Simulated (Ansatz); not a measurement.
How basis sets differ on CH4AlClFN (SMILES C[NH][Al]([F])[Cl])

The species is CH4AlClFN (9 atoms), meant as a singlet with charge 0. SMILES: `C[NH][Al]([F])[Cl]`. The shape is that of a PBE0-D4/def2-TZVP optimisation. This is one conformer, not always the lowest.

Quantity: the HOMO–LUMO gap, in eV. The values are calculated.

| level | kind | program | value (eV) |
| --- | --- | --- | --- |
| HF/STO-3G | Hartree–Fock | Ansatz | 17.26 |
| HF/3-21G | Hartree–Fock | Ansatz | 13.23 |
| HF/def2-SVP | Hartree–Fock | Ansatz | 13.12 |
| HF/6-311G** | Hartree–Fock | Ansatz | 12.95 |
| HF/cc-pVTZ | Hartree–Fock | Ansatz | 12.92 |

The values span 12.92 to 17.26 eV. A Hartree–Fock LUMO above zero doesn't converge with the basis: it sinks as sets grow more diffuse. Orbital gaps aren't excitation energies.

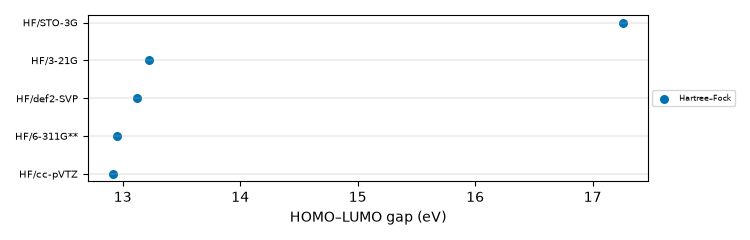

The values of the table, level by level.
